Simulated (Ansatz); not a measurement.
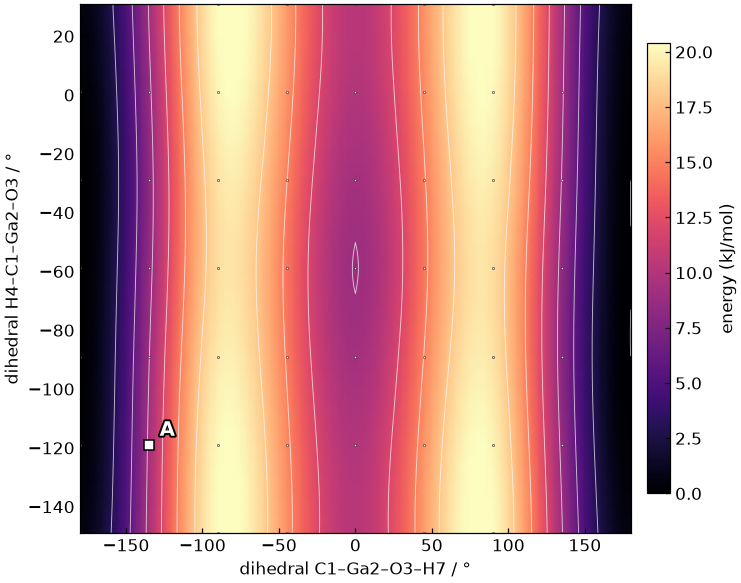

CH4GaO, SMILES [CH3][Ga][OH], spin multiplicity 2. 
- The first coordinate is: dihedral C1–Ga2–O3–H7; the second: dihedral H4–C1–Ga2–O3.
- Nothing is relaxed (all other coordinates rigid).
- Grid: 8 × 7 points.
- Energies: kJ/mol, counted from the lowest grid point.
- Computed with UKS r2SCAN0-D4/def2-TZVP (Ansatz).

The picture shows a smooth colour map with a few white contour lines, dots at the grid points, the point A. Between grid points the surface is interpolated.

Which way does the force act at A, and how strong is it?

A, at dihedral C1–Ga2–O3–H7 = −135°, dihedral H4–C1–Ga2–O3 = −119°, is not a stationary point. The computed force is 0.33 kJ/mol for each degree towards smaller values of dihedral C1–Ga2–O3–H7 and 0.0096 kJ/mol for each degree towards larger values of dihedral H4–C1–Ga2–O3.
